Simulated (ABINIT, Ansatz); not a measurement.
# Sr3SbN (Pm-3m): bands and cutoff in G0W0 with ABINIT

What does each rung of G0W0 on Sr3SbN (Pm-3m) cost, and what does it buy?

Main program and level: ABINIT 10.8.3; LDA and many-body steps on it, plane waves.

## Step 1: Set-up

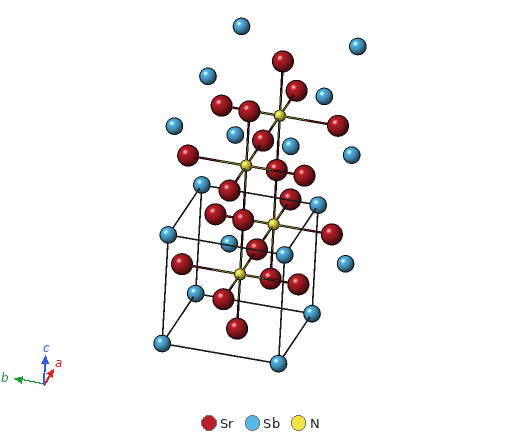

The cell as given, from a free direction (strontium red, antimony blue, nitrogen yellow). 2×1×2 cells are drawn. Some periodic images of atoms are drawn too.

The cell and positions are those that the Materials Project relaxed with its own functionals (PBE, PBE+U or r2SCAN), kept fixed. Spin-orbit coupling is left out unless a step names it.

## Step 2: Empty states on the mesh, 2×2×2 mesh, 491 bands

This step: ABINIT 10.8.3; DFT, LDA, plane waves, norm-conserving pseudopotentials.

The sums over transitions need many empty states on a uniform mesh; this step solves for them.

Input file run.abi:

```
acell 3*1.0 Angstrom
rprim 
  5.194965140000 0.000000000000 0.000000000000
  0.000000000000 5.194965140000 0.000000000000
  0.000000000000 0.000000000000 5.194965140000
ntypat 3
znucl 38 51 7
natom 5
typat 1 1 1 2 3
xred 
  0.000000000000 0.500000000000 0.500000000000
  0.500000000000 0.500000000000 0.000000000000
  0.500000000000 0.000000000000 0.500000000000
  0.000000000000 0.000000000000 0.000000000000
  0.500000000000 0.500000000000 0.500000000000
pp_dirpath "pseudos"
pseudos "Sr.upf, Sb.upf, N.upf"
ecut 40
ngkpt 2 2 2
nshiftk 1
shiftk 0 0 0
kptopt 1
chksymbreak 0
iscf -2
irdden 1
istwfk *1
nband 491
nbdbuf 44
tolwfr 1e-09
nstep 60
prtvol 0
indata_prefix "in"
outdata_prefix "out"
tmpdata_prefix "tmp"
```

Run with:

```
OMP_NUM_THREADS=1 mpirun -n 4 abinit run.abi > log
```

Numbers of over 12 decimals in the logs are rounded to 6 here.

The program printed:

```text
.Version 10.8.3 of ABINIT. v10.8.2 released Aug 2026.

 Symmetries : space group Pm -3 m (#221); Bravais cP (primitive cubic)
[... echo of the input left out ...]
== DATASET  1 ==================================================================
-   mpi_nproc: 4, omp_nthreads: 1 (-1 if OMP is not activated)

--- !DatasetInfo
iteration_state: {dtset: 1, }
dimensions: {natom: 5, nkpt: 4, mband: 491, nsppol: 1, nspinor: 1, nspden: 1, mpw: 11536, }
cutoff_energies: {ecut:  40.0, pawecutdg:  -1.0, }
[...]
4.38459    4.40875    4.40875    4.40876    4.45634    4.45635    4.45665    4.46285
   4.46286    4.46297    4.46466    4.46467    4.46468    4.46533    4.48676    4.50899
   4.51198    4.51866    4.51906
 prteigrs : prtvol=0 or 1, do not print more k-points.

== END DATASET(S) ==============================================================
================================================================================

 -outvars: echo values of variables after computation  --------
            nband         491
             nkpt           4
          spgroup         221
 [... the other variables as echoed above ...]

 Calculation completed.
```

Elapsed: 9 min, on 4 MPI ranks of Arm Neoverse V1, shared host; peak memory 0.94 GiB; 36 min of CPU time.

This step gave:

* gap: 0.2503 eV
* k of the valence top: 0, 0, 0
* k of the conduction bottom: 0, 0, 0
* least direct gap: 0.2503 eV
* k points computed: 4
* lowest point of the top converged band, above the valence top: 108.0654 eV

On this mesh the gap is 0.250 eV.

The density comes from a self-consistent run that is not shown.

## Step 3: Screening, 2×2×2 mesh, 81 bands, screening to 76.2 eV

The RPA dielectric matrix is built and inverted for each q.

This step: RPA screening on LDA, plane waves, norm-conserving pseudopotentials.

Changes to run.abi since step 2:

```diff
@@ -23,10 +23,11 @@
 chksymbreak 0
-iscf -2
-irdden 1
 istwfk *1
-nband 491
-nbdbuf 44
-tolwfr 1e-09
-nstep 60
-prtvol 0
+occopt 1
+irdwfk 1
+optdriver 3
+nband 81
+ecuteps 2.8
+inclvkb 2
+awtr 1
+symchi 1
 indata_prefix "in"
```

The program printed:

```text
.Version 10.8.3 of ABINIT. v10.8.2 released Aug 2026.

 Symmetries : space group Pm -3 m (#221); Bravais cP (primitive cubic)
[... echo of the input left out ...]
== DATASET  1 ==================================================================
-   mpi_nproc: 4, omp_nthreads: 1 (-1 if OMP is not activated)

--- !DatasetInfo
iteration_state: {dtset: 1, }
dimensions: {natom: 5, nkpt: 4, mband: 81, nsppol: 1, nspinor: 1, nspden: 1, mpw: 11536, }
cutoff_energies: {ecut:  40.0, pawecutdg:  -1.0, }
electrons: {nelect:   5.80000000E+01, charge:   0.00000000E+00, occopt:   1.00000000E+00, tsmear:   1.00000000E-02, }

 SCREENING: Calculation of the susceptibility and dielectric matrices

 Based on a program developped by R.W. Godby, V. Olevano, G. Onida, and L. Reining.
 Incorporated in ABINIT by V. Olevano, G.-M. Rignanese, and M. Torrent.
.Using double precision arithmetic ; gwpc =  8

[... cell and pseudopotentials left out ...]
--------------------------------------------------------------------------------

 ==== K-mesh for the wavefunctions ====
 Number of points in the irreducible wedge :     4
[... list of points left out ...]
 Together with 48 symmetry operations and time-reversal symmetry
 yields     8 points in the full Brillouin Zone.

 ==== Q-mesh for the screening function ====
 Number of points in the irreducible wedge :     4
[... list of points left out ...]
 Together with 48 symmetry operations and time-reversal symmetry
 yields     8 points in the full Brillouin Zone.

 setmesh: FFT mesh size selected  =    36x   36x   36
          total number of points  =        46656

 vcoul_init : cutoff-mode = AUXILIARY_FUNCTION
 q-points for optical limit:   1
     1)      0.000010    0.000020    0.000030

- screening: taking advantage of time-reversal symmetry
- Maximum band index for partially occupied states nbvw = 29
- Remaining bands to be divided among processors   nbcw = 52
- Number of bands treated by each node ~13

 Number of electrons calculated from density =   58.0000; Expected =   58.0000
 average of density, n =  0.061303
 r_s =    1.5733
 omega_plasma =   23.8835 [eV]

 calculating chi0 at frequencies [eV] :
  1    0.000000E+00    0.000000E+00
  2    0.000000E+00    2.388347E+01

--------------------------------------------------------------------------------
  q-point number  1        q = ( 0.000000, 0.000000, 0.000000) [r.l.u.]
--------------------------------------------------------------------------------
[... chi0 elements left out ...]
 For q-point:  0.000010 0.000020 0.000030
  dielectric constant = 186.3961
  dielectric constant without local fields = 215.2568

  Average fulfillment of the sum rule on Im[epsilon] for q-point    1 :     40.64  [%]
[... wings left out ...]
  q-point number  2        q = ( 0.500000, 0.000000, 0.000000) [r.l.u.]
--------------------------------------------------------------------------------
[... chi0 elements left out ...]
  Average fulfillment of the sum rule on Im[epsilon] for q-point    2 :     49.14  [%]

 [... 2 further q-points ...]
```

Run time: 21 s. Hardware: 4 MPI ranks; peak memory 1.2 GiB; 84 s of CPU time.

This step gave:

```
ε∞ with local fields, on this mesh, along the program's q direction : 186.4
the same without local fields                                       : 215.3
plasma frequency                                                    : 23.88 eV
plane waves in the screening matrix                                 : 203
```

Local fields lower ε∞ by 13 %. The value itself is an artefact of the mesh, where one narrow direct gap carries too much weight.

## Step 4: 81 bands, 76.2 eV

The self-energy is evaluated for the states that the input lists, and the levels follow from it, in one-shot runs by the linearised quasiparticle equation.

This step: G0W0 on LDA, plane waves, norm-conserving pseudopotentials.

Changes to run.abi since step 3:

```diff
@@ -26,8 +26,15 @@
 irdwfk 1
-optdriver 3
+optdriver 4
 nband 81
+gwcalctyp 0
+ecutsigx 40
+symsigma 1
+nkptgw 1
+kptgw 
+  0.0000000000 0.0000000000 0.0000000000
+bdgw 
+  27 31
 ecuteps 2.8
-inclvkb 2
-awtr 1
-symchi 1
+irdscr 1
+ppmodel 1
 indata_prefix "in"
```

The program printed:

```text
.Version 10.8.3 of ABINIT. v10.8.2 released Aug 2026.

 Symmetries : space group Pm -3 m (#221); Bravais cP (primitive cubic)
[... echo of the input left out ...]
== DATASET  1 ==================================================================
-   mpi_nproc: 4, omp_nthreads: 1 (-1 if OMP is not activated)

--- !DatasetInfo
iteration_state: {dtset: 1, }
dimensions: {natom: 5, nkpt: 4, mband: 81, nsppol: 1, nspinor: 1, nspden: 1, mpw: 11536, }
cutoff_energies: {ecut:  40.0, pawecutdg:  -1.0, }
electrons: {nelect:   5.80000000E+01, charge:   0.00000000E+00, occopt:   1.00000000E+00, tsmear:   1.00000000E-02, }

 SIGMA: Calculation of the GW corrections

 Based on a program developped by R.W. Godby, V. Olevano, G. Onida, and L. Reining.
 Incorporated in ABINIT by V. Olevano, G.-M. Rignanese, and M. Torrent.
.Using double precision arithmetic ; gwpc =  8

[... cell and pseudopotentials left out ...]
--------------------------------------------------------------------------------

 ==== K-mesh for the wavefunctions ====
 Number of points in the irreducible wedge :     4
[... list of points left out ...]
 Together with 48 symmetry operations and time-reversal symmetry
 yields     8 points in the full Brillouin Zone.

 ==== Q-mesh for screening function ====
 Number of points in the irreducible wedge :     4
[... list of points left out ...]
 Together with 48 symmetry operations and time-reversal symmetry
 yields     8 points in the full Brillouin Zone.

 vcoul_init : cutoff-mode = AUXILIARY_FUNCTION
 q-points for optical limit:   1
     1)      0.000010    0.000020    0.000030
 setmesh: FFT mesh size selected  =    60x   60x   60
          total number of points  =       216000

 Number of electrons calculated from density =   58.0000; Expected =   58.0000
 average of density, n =  0.061303
 r_s =    1.5733
 omega_plasma =   23.8835 [eV]

 === KS Band Gaps ===
  >>>> For spin  1
   Minimum direct gap =   0.2503 [eV], located at k-point      :   0.0000  0.0000  0.0000
   Fundamental gap    =   0.2503 [eV], Top of valence bands at :   0.0000  0.0000  0.0000
                                       Bottom of conduction at :   0.0000  0.0000  0.0000
 SIGMA fundamental parameters:
 PLASMON POLE MODEL  1
 number of plane-waves for SigmaX                11459
 number of plane-waves for SigmaC and W            203
 number of plane-waves for wavefunctions         11459
 number of bands                                    81
 number of independent spin polarizations            1
 number of spinorial components                      1
 number of k-points in IBZ                           4
 number of q-points in IBZ                           4
 number of symmetry operations                      48
 number of k-points in BZ                            8
 number of q-points in BZ                            8
 number of frequencies for dSigma/dE                 9
 frequency step for dSigma/dE [eV]                0.25
 number of omega for Sigma on real axis              0
 max omega for Sigma on real axis  [eV]           0.00
 zcut for avoiding poles [eV]                     0.10

 EPSILON^-1 parameters (SCR file):
 dimension of the eps^-1 matrix on file            203
 dimension of the eps^-1 matrix used               203
 number of plane-waves for wavefunctions         11459
 number of bands                                    81
 number of q-points in IBZ                           4
 number of frequencies                               2
 number of real frequencies                          1
 number of imag frequencies                          1

 matrix elements of self-energy operator (all in [eV])

 Perturbative Calculation

--- !SelfEnergy_ee
iteration_state: {dtset: 1, }
kpoint     : [   0.000,    0.000,    0.000, ]
spin       : 1
KS_gap     :    0.250
QP_gap     :    0.385
Delta_QP_KS:    0.134
data: !SigmaeeData |
     Band     E0 <VxcDFT>   SigX SigC(E0)      Z dSigC/dE  Sig(E)    E-E0       E
       27   6.668 -14.898 -17.593   3.523   0.754  -0.326 -14.273   0.625   7.293
       28   6.668 -14.898 -17.593   3.523   0.754  -0.326 -14.273   0.625   7.293
       29   6.668 -14.898 -17.593   3.523   0.754  -0.326 -14.273   0.625   7.293
       30   6.918  -8.573  -4.116  -3.515   0.806  -0.240  -7.813   0.759   7.677
       31   6.918  -8.573  -4.116  -3.515   0.806  -0.240  -7.813   0.759   7.677

== END DATASET(S) ==============================================================
================================================================================

 -outvars: echo values of variables after computation  --------
           etotal      0.0000000000E+00
            nband          81
             nkpt           4
          spgroup         221
 [... the other variables as echoed above ...]

 Calculation completed.
```

It took 5.7 s on 4 MPI ranks; peak memory 0.35 GiB.

Numbers from this step:

| Property | Result |
| --- | --- |
| G0W0 gap on the points computed | 0.3840 eV |
| starting gap on the mesh | 0.2503 eV |
| k of the valence top | 0, 0, 0 |
| k of the conduction bottom | 0, 0, 0 |
| Z at the valence top | 0.754 |
| Z at the conduction bottom | 0.806 |
| least direct G0W0 gap on the computed points | 0.3840 eV |

The gap on the mesh goes from 0.25 eV to 0.38 eV, a correction of +0.13 eV.

## Step 5: Screening, 2×2×2 mesh, 199 bands, screening to 141.5 eV

This step: RPA screening on LDA, plane waves, norm-conserving pseudopotentials.

Changes to run.abi since step 4:

```diff
@@ -26,15 +26,8 @@
 irdwfk 1
-optdriver 4
-nband 81
-gwcalctyp 0
-ecutsigx 40
-symsigma 1
-nkptgw 1
-kptgw 
-  0.0000000000 0.0000000000 0.0000000000
-bdgw 
-  27 31
-ecuteps 2.8
-irdscr 1
-ppmodel 1
+optdriver 3
+nband 199
+ecuteps 5.2
+inclvkb 2
+awtr 1
+symchi 1
 indata_prefix "in"
```

The program printed:

```text
.Version 10.8.3 of ABINIT. v10.8.2 released Aug 2026.

 Symmetries : space group Pm -3 m (#221); Bravais cP (primitive cubic)
[... echo of the input left out ...]
== DATASET  1 ==================================================================
-   mpi_nproc: 4, omp_nthreads: 1 (-1 if OMP is not activated)

--- !DatasetInfo
iteration_state: {dtset: 1, }
dimensions: {natom: 5, nkpt: 4, mband: 199, nsppol: 1, nspinor: 1, nspden: 1, mpw: 11536, }
cutoff_energies: {ecut:  40.0, pawecutdg:  -1.0, }
electrons: {nelect:   5.80000000E+01, charge:   0.00000000E+00, occopt:   1.00000000E+00, tsmear:   1.00000000E-02, }

 SCREENING: Calculation of the susceptibility and dielectric matrices

 Based on a program developped by R.W. Godby, V. Olevano, G. Onida, and L. Reining.
 Incorporated in ABINIT by V. Olevano, G.-M. Rignanese, and M. Torrent.
.Using double precision arithmetic ; gwpc =  8

[... cell and pseudopotentials left out ...]
--------------------------------------------------------------------------------

 ==== K-mesh for the wavefunctions ====
 Number of points in the irreducible wedge :     4
[... list of points left out ...]
 Together with 48 symmetry operations and time-reversal symmetry
 yields     8 points in the full Brillouin Zone.

 ==== Q-mesh for the screening function ====
 Number of points in the irreducible wedge :     4
[... list of points left out ...]
 Together with 48 symmetry operations and time-reversal symmetry
 yields     8 points in the full Brillouin Zone.

 setmesh: FFT mesh size selected  =    40x   40x   40
          total number of points  =        64000

 vcoul_init : cutoff-mode = AUXILIARY_FUNCTION
 q-points for optical limit:   1
     1)      0.000010    0.000020    0.000030

- screening: taking advantage of time-reversal symmetry
- Maximum band index for partially occupied states nbvw = 29
- Remaining bands to be divided among processors   nbcw = 170
- Number of bands treated by each node ~42

 Number of electrons calculated from density =   58.0000; Expected =   58.0000
 average of density, n =  0.061303
 r_s =    1.5733
 omega_plasma =   23.8835 [eV]

 calculating chi0 at frequencies [eV] :
  1    0.000000E+00    0.000000E+00
  2    0.000000E+00    2.388347E+01

--------------------------------------------------------------------------------
  q-point number  1        q = ( 0.000000, 0.000000, 0.000000) [r.l.u.]
--------------------------------------------------------------------------------
[... chi0 elements left out ...]
 For q-point:  0.000010 0.000020 0.000030
  dielectric constant = 186.7254
  dielectric constant without local fields = 215.2916

  Average fulfillment of the sum rule on Im[epsilon] for q-point    1 :     66.66  [%]
[... wings left out ...]
  q-point number  2        q = ( 0.500000, 0.000000, 0.000000) [r.l.u.]
--------------------------------------------------------------------------------
[... chi0 elements left out ...]
  Average fulfillment of the sum rule on Im[epsilon] for q-point    2 :     71.57  [%]

 [... 2 further q-points ...]
```

It took 79 s on 4 MPI ranks; peak memory 2 GiB; 5.3 min of CPU time.

Numbers from this step:

| Property | Result |
| --- | --- |
| ε∞ with local fields, on this mesh, along the program's q direction | 186.7 |
| the same without local fields | 215.3 |
| plasma frequency | 23.88 eV |
| plane waves in the screening matrix | 515 |

(Continued in part 2 of 2.)

[Paths, hosts, dates, memory and timing lines, banners, echoed tables and standing remarks are left out of the program output.]

[Logs are printed without paths, hosts, clocks, repeated set-up lines and the standing remarks that a program may print on its own settings, such as how far it seeks lower states.]

[Runs of the session that timed out or met a known fault of the program may be left out.]

[Hosts, paths, dates, database ids (printed as entryN), source tags and the programs' standing remarks are cut or masked in the printed files.]

[G0W0 gaps are taken among the corrected bands and points alone; a level outside them can change the order at an edge.]

[Where Ansatz stands beside ABINIT at settings called matched, ABINIT's density can come from a denser mesh and the files from another edition; pairs whose starting gaps differed by over 0.03 eV were left out, so agreement reads better than it is.]
